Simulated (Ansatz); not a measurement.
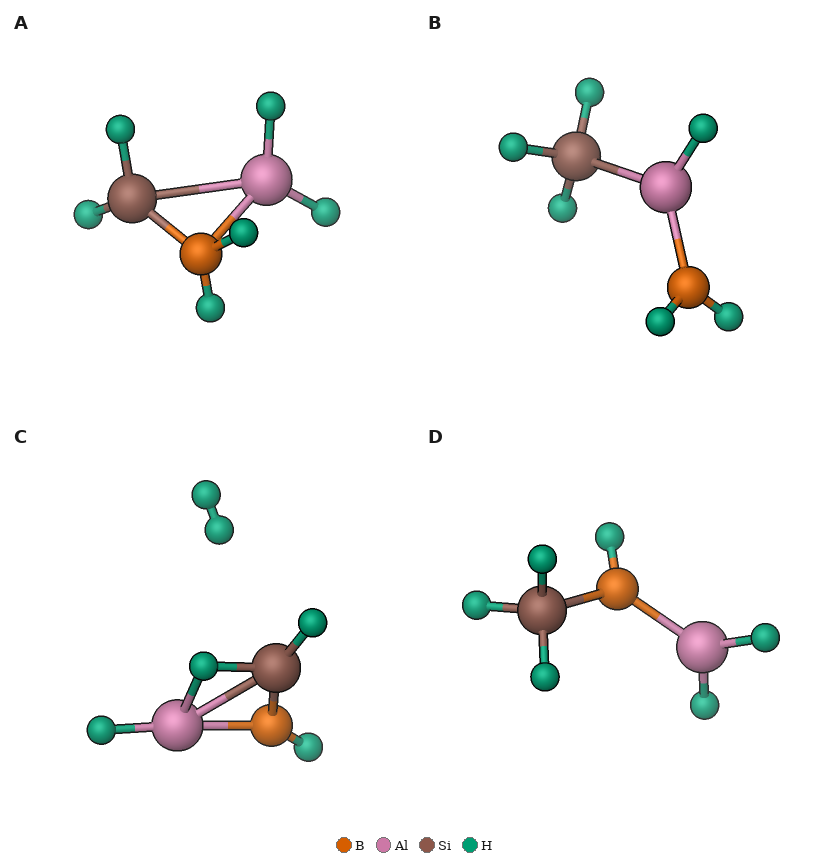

4 stationary structures of one formula. Geometries: PBE-D4/def2-SVP. Electronic energies: PBE-D4/def2-SVP (Ansatz 0.2.0), without zero-point energy. No frequency run is at hand to confirm each as a minimum. Each is one conformer, not always the lowest.

**Which is lowest in energy, and by how much?**

A is lowest; B lies 60.2 kJ/mol above it, D lies 73.8 kJ/mol above it, C lies 139.7 kJ/mol above it.
